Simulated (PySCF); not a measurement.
**BF2H, SMILES `FBF`: what the electrons do**

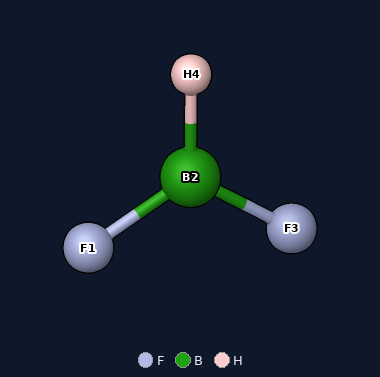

The molecule, with its atoms numbered as below. No frequency check shows the geometry to be a minimum.

Cartesian coordinates (Å):

```
F1       1.1064    0.2221    0.0000
B2      -0.0000   -0.4719    0.0000
F3      -1.1063    0.2222    0.0000
H4      -0.0007   -1.6395    0.0000
```

## 1. Bonding charge

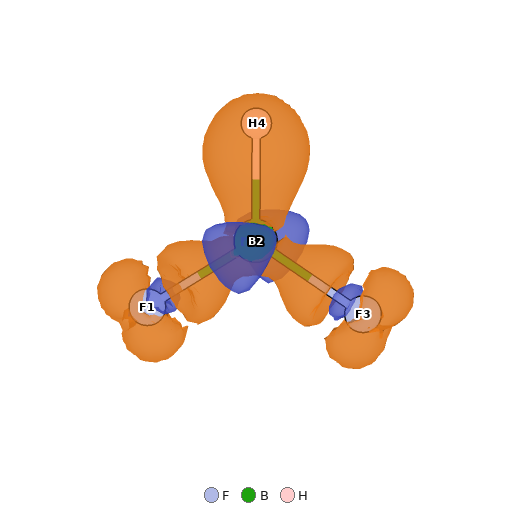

Deformation density (molecule less spherical, spin-averaged free atoms at the same positions), surfaces at ±0.16 e/Å³; orange: gain, blue: loss.

Level of theory: PBE0/def2-TZVP (PySCF), at a geometry from GFN2-xTB.

Q: Describe the bonding that the map shows.

A: B2–H4: +0.59 e/Å³ at the bond critical point (bond length 1.17 Å, Mayer order 1.0). B2–F3 and F1–B2: +0.32 e/Å³ at the bond critical point (bond length 1.31 Å, Mayer order 1.3). In all, 0.9 electrons gather in the regions of gain relative to the promolecule.

Q: Where do the Hirshfeld charges lie?

A: The highest Hirshfeld charge is on B2 (+0.31 e), the lowest on F1 and F3 (−0.14 e).

## 2. Bond critical points

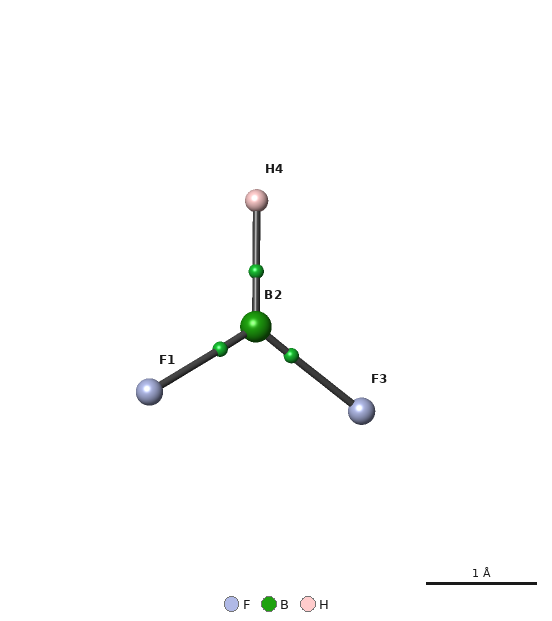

Molecular graph of the electron density (QTAIM): bond paths, bond critical points (green), ring points (magenta, if any); weak paths are dashed.

Q: How many critical points of each kind are there, and does the count close?

A: 4 nuclei, 3 bond, 0 ring and 0 cage critical points: 4 − 3 + 0 − 0 = 1, as the Poincaré–Hopf relation requires.

Q: What does the calculation give at each kind of bond critical point?

A:
```
           bond  length (Å)  ρ (a.u.)  ∇²ρ (a.u.)     ε  H (a.u.)
B2–F3 (2 alike)       1.306     0.214       +1.37  0.08    −0.150
          B2–H4       1.168     0.202       −0.45  0.04    −0.241
```

Q: What kind of interaction is B2–H4?

A: Shared-shell (covalent): ρ = 0.202, ∇²ρ = −0.45, H = −0.241 a.u.

## 3. Electrostatic potential

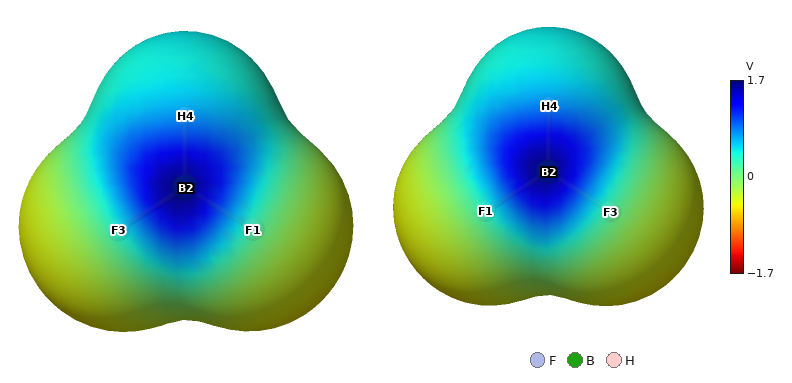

Electrostatic potential on the surface of electron density 0.001 a.u. (back view left, front view right).

Q: Where are the extremes of the potential on the surface?

A: Highest: 1.66 V, off the molecular plane, over B2 (1.7 Å), and at like points elsewhere. Further maxima include 0.49 V, 1.4 Å from H4. Lowest: −0.54 V, 1.6 Å from F1, and at like points elsewhere. The surface is sampled at points, so like sites can differ by a few per cent and only the strongest of them is named.

Q: What volume does the surface enclose, and what is the dipole moment?

A: About 51 Å³; the dipole moment is 1.0 D.

## 4. In an electric field

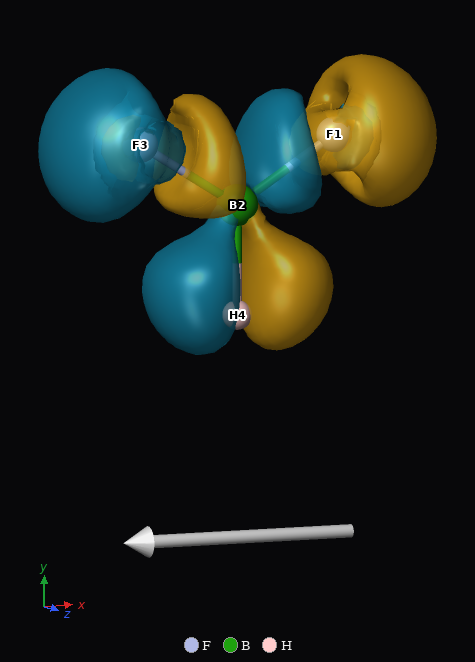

Change of the electron density in a uniform field of 0.21 V/Å along −x (arrow), surfaces at ±0.0015 e/Å³ (yellow: gain, teal: loss).

Level of theory: PBE0/def2-TZVP (PySCF), at a geometry from GFN2-xTB. A basis without diffuse functions makes polarisabilities too small.

The field was applied in both directions; the picture shows the one opposite to the script's first.

Q: What dipole is induced, and what polarisability does it imply?

A: The induced dipole is 0.17 D (along the field); α along this axis, from the fields in both directions, is 16 bohr³ (2.4 Å³).

## 5. Removing or adding an electron

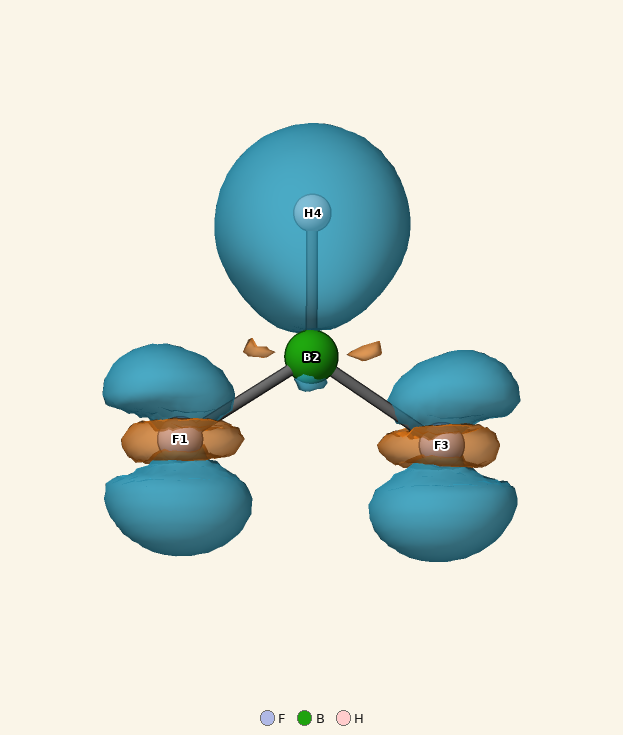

Fukui function f⁻ = ρ(N) − ρ(N−1) at fixed geometry, surfaces at ±0.05 e/Å³ (light blue positive, orange negative).

Q: Which atoms respond most to the removal of an electron?

A: f⁻ (Hirshfeld-condensed) is largest on H4 (0.28), B2 (0.26) and F1 and F3 (0.23 each); the vertical ionisation energy is 14.13 eV. Condensed values hint at sites of electrophilic attack but needn't mark the atom that reacts. Shares this close don't rank the sites. Orbital relaxation makes it negative in places (0.09 e in all).
